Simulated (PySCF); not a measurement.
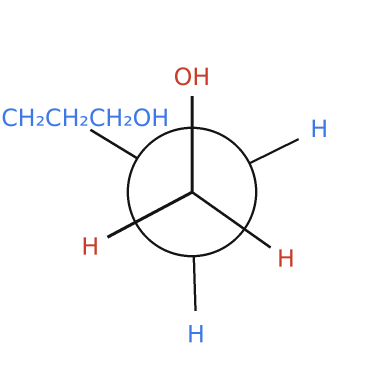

A Newman projection along the C–C bond, carbon in front; angles are drawn as computed, but eclipsed bonds slightly apart. Computed geometry: PBE0-D3(BJ)/def2-SVP optimisation. No frequency run is at hand to confirm it as a minimum.

> Which molecule is it?

C5H12O2, OCCCCCO

> What is the torsion angle from the front OH to the back CH2CH2CH2OH? The sign is positive where the front bond must turn clockwise to cover the back bond.

−59°, synclinal (gauche). The conformation about this bond is staggered.
